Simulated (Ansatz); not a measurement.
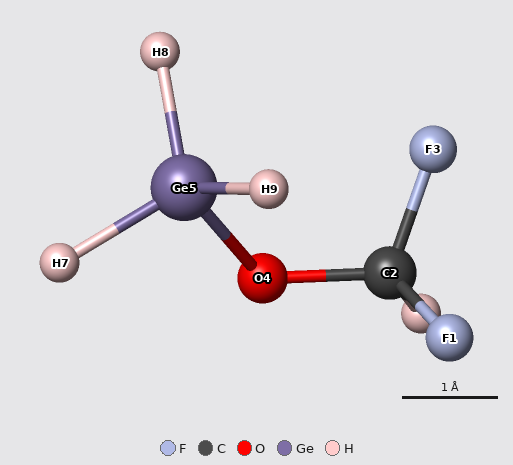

Figure 1. The starting structure (ball-and-stick view, seen at a tilt; atoms are numbered from 1 in the order of the input). Sticks mark near contacts.

**Geometry relaxation, with input and output: CH$_{4}$F$_{2}$GeO**

System: CH$_{4}$F$_{2}$GeO.
Method: RKS PBE0-D4/def2-TZVP (Ansatz 0.2.0).

The geometry: PBE-D4/def2-SVP start. Figures and captions count atoms from 1; the log counts them from 0 in places.

**Input**
```yaml
crystal:
  periodic: [false, false, false]
  atoms:
    - {symbol: F, position_ang: [1.417315, -1.182264, 0.889387]}
    - {symbol: C, position_ang: [1.359810, -0.257620, -0.124261]}
    - {symbol: F, position_ang: [1.475404, 0.974667, 0.489650]}
    - {symbol: O, position_ang: [0.212182, -0.348856, -0.819556]}
    - {symbol: Ge, position_ang: [-1.363088, 0.205567, -0.031622]}
    - {symbol: H, position_ang: [2.237668, -0.406525, -0.793158]}
    - {symbol: H, position_ang: [-2.409283, -0.612304, -0.816499]}
    - {symbol: H, position_ang: [-1.505360, 1.724054, -0.284276]}
    - {symbol: H, position_ang: [-1.336249, -0.143118, 1.473434]}
basis:
  gaussian: {orbitals: def2-TZVP}
hamiltonian: {xc: pbe0, dispersion: d4}
relax: {f_tol: 0.005, max_steps: 150}
```

Hardware: 4 threads of Arm Neoverse V2, 23 GiB of memory available, shared host.

Run as:
```bash
ansatz run in.yaml --threads 4 --pin off --events-out ev --progress --plain --max-ram 10444MiB
```

**The program's output**
```
Functional definition: PBE0
  name "PBE0"
  cite "Adamo & Barone, J. Chem. Phys. 110, 6158 (1999) doi:10.1063/1.478522"
  cite "Perdew, Burke & Ernzerhof, Phys. Rev. Lett. 77, 3865 (1996) doi:10.1103/PhysRevLett.77.3865"
  parent pbe
  parameter a = 0.25
  parameter kappa = 0.804
  parameter beta = 0.06672455060314922
  exchange = (1 - a)*pbe_x(kappa = kappa, mu = beta*pi^2/3) + a*exact_x
  correlation = pbe_c(beta = beta)
1220 factors; their error is unknown
mean field evaluation 1: about -65085.6086 eV, gradient 5.3e1 eV
mean field evaluation 2: about -65079.7888 eV, gradient 7.9e1 eV
mean field evaluation 4: about -65089.3754 eV, gradient 4.0e0 eV
mean field evaluation 8: about -65089.3944 eV, gradient 3.6e-2 eV
mean field evaluation 16: about -65089.6887 eV, gradient 8.1e-5 eV
mean field -65089.68868263 eV, -2392.0019397112 hartree, gradient 1.5e-5 eV, S^2 0.000000; 0 other end points of the search recorded, 0 dependent functions left out
the calculation of the forces begins
reference -65089.68870969 eV, -2392.0019407055 hartree; 34, 34 occupied and 162, 162 virtual orbitals, 1220 factors
relax step   1: F+E_penalty+E_count = -65089.82137889 eV  Δ(F+E_penalty+E_count) = +0.000e0 eV  max|allowed force component| = 6.917e-1 eV/Å  Δτ_max = 0.0000 Å  (28 SCF iters, accepted)
these checks for a lower state are left out or cut short: starts, cluster_reference, orbital_swaps, neighbouring_geometries, increment
1220 factors; their error is unknown
mean field -65089.71936522 eV, -2392.0030672755 hartree, gradient 2.1e-5 eV, S^2 0.000000; 0 other end points of the search recorded, 0 dependent functions left out
the calculation of the forces begins
reference -65089.71939215 eV, -2392.0030682650 hartree; 34, 34 occupied and 162, 162 virtual orbitals, 1220 factors
relax step   2: F+E_penalty+E_count = -65089.85242946 eV  Δ(F+E_penalty+E_count) = -3.105e-2 eV  max|allowed force component| = 3.052e-1 eV/Å  Δτ_max = 0.0268 Å  (32 SCF iters, accepted)
these checks for a lower state are left out or cut short: starts, cluster_reference, orbital_swaps, neighbouring_geometries, increment
1220 factors; their error is unknown
mean field evaluation 32: about -65089.7240 eV, gradient 2.0e-5 eV
mean field -65089.72398480 eV, -2392.0032370420 hartree, gradient 2.0e-5 eV, S^2 0.000000; 0 other end points of the search recorded, 0 dependent functions left out
the calculation of the forces begins
reference -65089.72401171 eV, -2392.0032380309 hartree; 34, 34 occupied and 162, 162 virtual orbitals, 1220 factors
relax step   3: F+E_penalty+E_count = -65089.85708939 eV  Δ(F+E_penalty+E_count) = -4.660e-3 eV  max|allowed force component| = 6.704e-2 eV/Å  Δτ_max = 0.0100 Å  (32 SCF iters, accepted)
these checks for a lower state are left out or cut short: starts, cluster_reference, orbital_swaps, neighbouring_geometries, increment
1220 factors; their error is unknown
mean field -65089.72469992 eV, -2392.0032633221 hartree, gradient 2.0e-5 eV, S^2 0.000000; 0 other end points of the search recorded, 0 dependent functions left out
the calculation of the forces begins
reference -65089.72472684 eV, -2392.0032643114 hartree; 34, 34 occupied and 162, 162 virtual orbitals, 1220 factors
relax step   4: F+E_penalty+E_count = -65089.85769712 eV  Δ(F+E_penalty+E_count) = -6.077e-4 eV  max|allowed force component| = 5.317e-2 eV/Å  Δτ_max = 0.0215 Å  (31 SCF iters, accepted)
these checks for a lower state are left out or cut short: starts, cluster_reference, orbital_swaps, neighbouring_geometries, increment
1220 factors; their error is unknown
mean field -65089.72480067 eV, -2392.0032670247 hartree, gradient 2.0e-5 eV, S^2 0.000000; 0 other end points of the search recorded, 0 dependent functions left out
the calculation of the forces begins
reference -65089.72482758 eV, -2392.0032680136 hartree; 34, 34 occupied and 162, 162 virtual orbitals, 1220 factors
relax step   5: F+E_penalty+E_count = -65089.85769769 eV  Δ(F+E_penalty+E_count) = -5.725e-7 eV  max|allowed force component| = 9.960e-2 eV/Å  Δτ_max = 0.0240 Å  (31 SCF iters, accepted)
these checks for a lower state are left out or cut short: starts, cluster_reference, orbital_swaps, neighbouring_geometries, increment
1220 factors; their error is unknown
mean field -65089.72504752 eV, -2392.0032760962 hartree, gradient 2.0e-5 eV, S^2 0.000000; 0 other end points of the search recorded, 0 dependent functions left out
the calculation of the forces begins
reference -65089.72507439 eV, -2392.0032770834 hartree; 34, 34 occupied and 162, 162 virtual orbitals, 1220 factors
relax step   6: F+E_penalty+E_count = -65089.85801187 eV  Δ(F+E_penalty+E_count) = -3.142e-4 eV  max|allowed force component| = 5.563e-3 eV/Å  Δτ_max = 0.0153 Å  (31 SCF iters, accepted)
these checks for a lower state are left out or cut short: starts, cluster_reference, orbital_swaps, neighbouring_geometries, increment
1220 factors; their error is unknown
mean field -65089.72507929 eV, -2392.0032772636 hartree, gradient 2.0e-5 eV, S^2 0.000000; 0 other end points of the search recorded, 0 dependent functions left out
the calculation of the forces begins
reference -65089.72510614 eV, -2392.0032782504 hartree; 34, 34 occupied and 162, 162 virtual orbitals, 1220 factors
relax step   7: F+E_penalty+E_count = -65089.85803761 eV  Δ(F+E_penalty+E_count) = -2.574e-5 eV  max|allowed force component| = 3.436e-3 eV/Å  Δτ_max = 0.0054 Å  (32 SCF iters, accepted)
these checks for a lower state are left out or cut short: starts, cluster_reference, orbital_swaps, neighbouring_geometries, increment
1220 factors; their error is unknown
mean field evaluation 64: about -65089.7251 eV, gradient 1.0e-4 eV
mean field -65089.72512528 eV, -2392.0032789536 hartree, gradient 2.0e-5 eV, S^2 0.000000; 0 other end points of the search recorded, 0 dependent functions left out
the calculation of the forces begins
reference -65089.72515210 eV, -2392.0032799393 hartree; 34, 34 occupied and 162, 162 virtual orbitals, 1220 factors
relax step   8: F+E_penalty+E_count = -65089.85806998 eV  Δ(F+E_penalty+E_count) = -3.237e-5 eV  max|allowed force component| = 9.830e-3 eV/Å  Δτ_max = 0.0153 Å  (31 SCF iters, accepted)
these checks for a lower state are left out or cut short: starts, cluster_reference, orbital_swaps, neighbouring_geometries, increment
1220 factors; their error is unknown
mean field -65089.72512983 eV, -2392.0032791208 hartree, gradient 2.0e-5 eV, S^2 0.000000; 0 other end points of the search recorded, 0 dependent functions left out
the calculation of the forces begins
reference -65089.72515664 eV, -2392.0032801060 hartree; 34, 34 occupied and 162, 162 virtual orbitals, 1220 factors
relax step   9: F+E_penalty+E_count = -65089.85807216 eV  Δ(F+E_penalty+E_count) = -2.179e-6 eV  max|allowed force component| = 6.184e-3 eV/Å  Δτ_max = 0.0075 Å  (32 SCF iters, accepted)
these checks for a lower state are left out or cut short: starts, cluster_reference, orbital_swaps, neighbouring_geometries, increment
1220 factors; their error is unknown
mean field -65089.72513329 eV, -2392.0032792479 hartree, gradient 2.0e-5 eV, S^2 0.000000; 0 other end points of the search recorded, 0 dependent functions left out
the calculation of the forces begins
reference -65089.72516009 eV, -2392.0032802331 hartree; 34, 34 occupied and 162, 162 virtual orbitals, 1220 factors
relax step  10: F+E_penalty+E_count = -65089.85807815 eV  Δ(F+E_penalty+E_count) = -5.994e-6 eV  max|allowed force component| = 4.135e-3 eV/Å  Δτ_max = 0.0015 Å  (33 SCF iters, accepted)
1220 factors; their error is unknown
mean field evaluation 96: about -65089.4306 eV, gradient 3.3e-2 eV
```

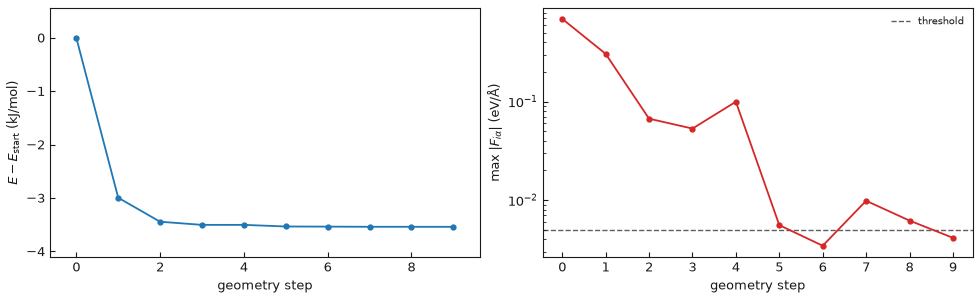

Figure 2. Progress of the relaxation, step by step (the first geometry is step 0 here and step 1 in the log).

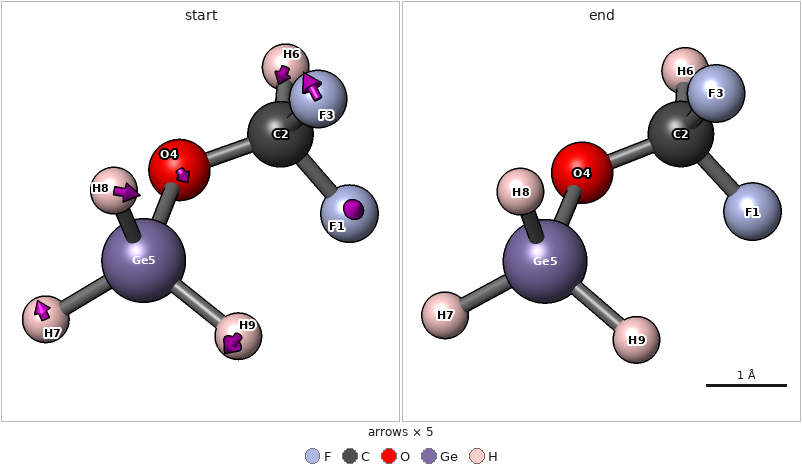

Figure 3. Before (left) and after (right) the relaxation, at one scale (ball-and-stick view, seen at a tilt). The pink arrows give the displacements, magnified 5 times. The energy falls by 3.54 kJ/mol in 9 geometry steps. Largest force component: 0.69 eV/Å at the start, 0.0041 eV/Å at the end. The largest move after the best rigid fit is that of F3, 0.082 Å. Largest moves by element: F 0.082 Å, H 0.074 Å, O 0.043 Å, Ge 0.016 Å, C 0.012 Å. Distances before and after: O4–Ge5 1.847 → 1.817 Å, C2–H6 1.114 → 1.093 Å, C2–F3 1.382 → 1.366 Å, Ge5–H8 1.546 → 1.531 Å. Among the angles that change: C2–O4–Ge5 119.1° → 121.2°. (Atoms are counted from 1 in the order of the input.)

```
mean field -65089.72513329 eV, -2392.0032792479 hartree, gradient 2.0e-5 eV, S^2 0.000000; 1 other end points of the search recorded, 0 dependent functions left out
the calculation of the forces begins
reference -65089.72516009 eV, -2392.0032802331 hartree; 34, 34 occupied and 162, 162 virtual orbitals, 1220 factors
Total energy: -65089.85810496 eV, -2392.0081658668 hartree
Atom 0 at     1.422861    -1.110017     0.923827 Å, force     0.000902     0.001921    -0.002866 eV/Å
Atom 1 at     1.353765    -0.247920    -0.127787 Å, force    -0.003281     0.000021     0.004135 eV/Å
Atom 2 at     1.505683     0.995849     0.416484 Å, force     0.000779    -0.002098    -0.001252 eV/Å
Atom 3 at     0.198520    -0.357732    -0.779781 Å, force     0.000751    -0.000360    -0.001085 eV/Å
Atom 4 at    -1.362382     0.190655    -0.027399 Å, force    -0.000775    -0.000036     0.000105 eV/Å
Atom 5 at     2.201608    -0.442725    -0.789419 Å, force     0.000728     0.000364     0.000510 eV/Å
Atom 6 at    -2.394118    -0.576165    -0.854873 Å, force     0.000747    -0.000054     0.000422 eV/Å
Atom 7 at    -1.465666     1.705193    -0.229427 Å, force     0.000405     0.000173     0.000083 eV/Å
Atom 8 at    -1.371871    -0.203536     1.451475 Å, force    -0.000255     0.000070    -0.000052 eV/Å
Dipole moment:    -0.302731     0.051556    -0.131739 e Å
```

**Trajectory as extended XYZ (Å, eV, eV/Å), 10 frames, from step=1 to step=10**
```
9
Properties=species:S:1:pos:R:3:forces:R:3 step=1 energy=-65089.82138
F     1.4173   -1.1823    0.8894   -0.0233   0.4556  -0.4023
C     1.3598   -0.2576   -0.1243   -0.0237   0.0142  -0.3000
F     1.4754    0.9747    0.4896   -0.0257  -0.6006  -0.2159
O     0.2122   -0.3489   -0.8196    0.1236   0.2229   0.6917
Ge   -1.3631    0.2056   -0.0316    0.2069  -0.1116  -0.1408
H     2.2377   -0.4065   -0.7932   -0.5026   0.0957   0.4808
H    -2.4093   -0.6123   -0.8165    0.1659   0.1219   0.1141
H    -1.5054    1.7241   -0.2843    0.0569  -0.2508   0.0346
H    -1.3362   -0.1431    1.4734    0.0219   0.0529  -0.2620
9
Properties=species:S:1:pos:R:3:forces:R:3 step=2 energy=-65089.85243
F     1.4065   -1.1691    0.8850   -0.0061   0.1475  -0.1466
C     1.3487   -0.2536   -0.1267   -0.0532   0.0295  -0.0658
F     1.4705    0.9694    0.4860   -0.0062  -0.2307  -0.1050
O     0.2052   -0.3433   -0.8116    0.0250   0.1011   0.3052
Ge   -1.3601    0.2017   -0.0312    0.1951  -0.0750  -0.1250
H     2.2171   -0.4039   -0.7822   -0.1422   0.0297   0.1360
H    -2.3959   -0.6091   -0.8131    0.0093   0.0204   0.0193
H    -1.4837    1.7084   -0.2824   -0.0099  -0.0260   0.0082
H    -1.3198   -0.1469    1.4592   -0.0119   0.0035  -0.0263
9
Properties=species:S:1:pos:R:3:forces:R:3 step=3 energy=-65089.85709
F     1.4088   -1.1630    0.8836   -0.0025  -0.0103   0.0003
C     1.3479   -0.2525   -0.1267    0.0237   0.0201   0.0274
F     1.4779    0.9657    0.4811    0.0017  -0.0069  -0.0148
O     0.2051   -0.3403   -0.8021   -0.0670   0.0254   0.0411
Ge   -1.3551    0.2001   -0.0336    0.0257  -0.0216  -0.0322
H     2.2094   -0.4056   -0.7802    0.0206  -0.0084  -0.0229
H    -2.3942   -0.6054   -0.8129   -0.0012  -0.0078  -0.0120
H    -1.4863    1.7050   -0.2809    0.0021   0.0103   0.0008
H    -1.3251   -0.1503    1.4548   -0.0031  -0.0009   0.0123
9
Properties=species:S:1:pos:R:3:forces:R:3 step=4 energy=-65089.85770
F     1.4177   -1.1566    0.8886    0.0123   0.0037  -0.0052
C     1.3529   -0.2512   -0.1262   -0.0532  -0.0047   0.0185
F     1.4925    0.9694    0.4719    0.0204  -0.0036  -0.0118
O     0.2020   -0.3387   -0.7897    0.0216  -0.0026  -0.0032
Ge   -1.3587    0.1993   -0.0306   -0.0292  -0.0065  -0.0232
H     2.2053   -0.4147   -0.7898    0.0169   0.0065   0.0024
H    -2.3892   -0.6047   -0.8252    0.0059   0.0083   0.0071
H    -1.4882    1.7058   -0.2734    0.0016   0.0028   0.0040
H    -1.3458   -0.1551    1.4574    0.0037  -0.0040   0.0114
9
Properties=species:S:1:pos:R:3:forces:R:3 step=5 energy=-65089.85770
F     1.4199   -1.1421    0.9004   -0.0222  -0.0043   0.0167
C     1.3531   -0.2497   -0.1250    0.0996   0.0054  -0.0342
F     1.5071    0.9779    0.4548   -0.0285   0.0014   0.0064
O     0.2020   -0.3396   -0.7853   -0.0479  -0.0043  -0.0107
Ge   -1.3637    0.1955   -0.0322    0.0219   0.0111   0.0205
H     2.2047   -0.4252   -0.7886   -0.0240  -0.0030   0.0081
H    -2.3968   -0.5964   -0.8339    0.0107  -0.0048  -0.0070
H    -1.4857    1.7050   -0.2606   -0.0024  -0.0007   0.0002
H    -1.3521   -0.1717    1.4535   -0.0072  -0.0008  -0.0001
9
Properties=species:S:1:pos:R:3:forces:R:3 step=6 energy=-65089.85801
F     1.4175   -1.1320    0.9076    0.0005   0.0038   0.0041
C     1.3529   -0.2494   -0.1269   -0.0001   0.0001  -0.0056
F     1.5023    0.9839    0.4416    0.0007  -0.0002   0.0052
O     0.2005   -0.3463   -0.7858    0.0011  -0.0012   0.0013
Ge   -1.3612    0.1947   -0.0294   -0.0014  -0.0034  -0.0039
H     2.2040   -0.4310   -0.7881   -0.0005  -0.0016  -0.0036
H    -2.3917   -0.5910   -0.8409    0.0006   0.0028   0.0020
H    -1.4786    1.7057   -0.2491    0.0001   0.0016  -0.0006
H    -1.3573   -0.1810    1.4541   -0.0010  -0.0020   0.0010
9
Properties=species:S:1:pos:R:3:forces:R:3 step=7 energy=-65089.85804
F     1.4190   -1.1278    0.9107   -0.0001   0.0000  -0.0006
C     1.3531   -0.2491   -0.1271    0.0010   0.0007   0.0034
F     1.5030    0.9859    0.4375    0.0000   0.0008  -0.0015
O     0.2001   -0.3485   -0.7845    0.0013  -0.0011  -0.0012
Ge   -1.3615    0.1940   -0.0292   -0.0003   0.0000   0.0017
H     2.2035   -0.4330   -0.7886   -0.0011  -0.0003  -0.0012
H    -2.3926   -0.5881   -0.8432   -0.0001   0.0006  -0.0009
H    -1.4762    1.7057   -0.2460    0.0003  -0.0003   0.0002
H    -1.3600   -0.1854    1.4535   -0.0010  -0.0003   0.0000
9
Properties=species:S:1:pos:R:3:forces:R:3 step=8 energy=-65089.85807
F     1.4220   -1.1159    0.9196   -0.0006   0.0009  -0.0072
C     1.3536   -0.2483   -0.1277    0.0011   0.0003   0.0098
F     1.5052    0.9925    0.4238   -0.0009  -0.0027  -0.0065
O     0.1989   -0.3546   -0.7812    0.0019  -0.0009   0.0013
Ge   -1.3622    0.1915   -0.0278   -0.0009   0.0051   0.0015
H     2.2020   -0.4395   -0.7898    0.0000   0.0011   0.0025
H    -2.3933   -0.5801   -0.8515   -0.0009  -0.0013   0.0006
H    -1.4691    1.7052   -0.2351    0.0003  -0.0019   0.0011
H    -1.3687   -0.1972    1.4527    0.0001  -0.0006  -0.0031
9
Properties=species:S:1:pos:R:3:forces:R:3 step=9 energy=-65089.85807
F     1.4227   -1.1104    0.9236    0.0006   0.0027  -0.0054
C     1.3538   -0.2479   -0.1278   -0.0021  -0.0003   0.0062
F     1.5061    0.9956    0.4171    0.0002  -0.0033  -0.0032
O     0.1985   -0.3572   -0.7798    0.0017   0.0008  -0.0009
Ge   -1.3624    0.1913   -0.0276   -0.0017  -0.0043   0.0031
H     2.2015   -0.4427   -0.7896    0.0003   0.0008   0.0022
H    -2.3937   -0.5773   -0.8540    0.0000   0.0033  -0.0021
H    -1.4659    1.7059   -0.2298   -0.0002  -0.0027  -0.0003
H    -1.3722   -0.2036    1.4511    0.0012   0.0028   0.0005
9
Properties=species:S:1:pos:R:3:forces:R:3 step=10 energy=-65089.85808
F     1.4229   -1.1100    0.9238    0.0009   0.0019  -0.0029
C     1.3538   -0.2479   -0.1278   -0.0033   0.0000   0.0041
F     1.5057    0.9958    0.4165    0.0008  -0.0021  -0.0013
O     0.1985   -0.3577   -0.7798    0.0008  -0.0004  -0.0011
Ge   -1.3624    0.1907   -0.0274   -0.0008   0.0000   0.0001
H     2.2016   -0.4427   -0.7894    0.0007   0.0004   0.0005
H    -2.3941   -0.5762   -0.8549    0.0007  -0.0001   0.0004
H    -1.4657    1.7052   -0.2294    0.0004   0.0002   0.0001
H    -1.3719   -0.2035    1.4515   -0.0003   0.0001  -0.0001
```

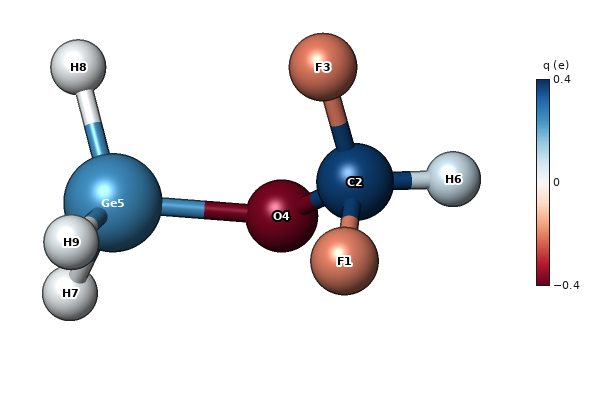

Figure 4. Mulliken charges, as the colour of each atom (ball-and-stick view, seen at a tilt; atoms are numbered from 1 in the order of the input; Mulliken charges depend strongly on the basis). By element: F −0.21 to −0.20, C +0.37, O −0.38, Ge +0.25 and H +0.02 to +0.09 e.

**Results in brief**

| quantity | value |
| --- | --- |
| outcome | converged |
| total energy | −65089.8581 eV |
| mean-field energy | −65089.7252 eV |
| dispersion energy | −0.1329 eV |
| SCF solution under orbital rotations | stable |
| largest force (length of the vector) at the end | 0.005 eV/Å |
| dipole moment | 1.61 D |
| wall time | 34 s (CPU time 2.1 min) |
| peak memory | 0.52 GiB |
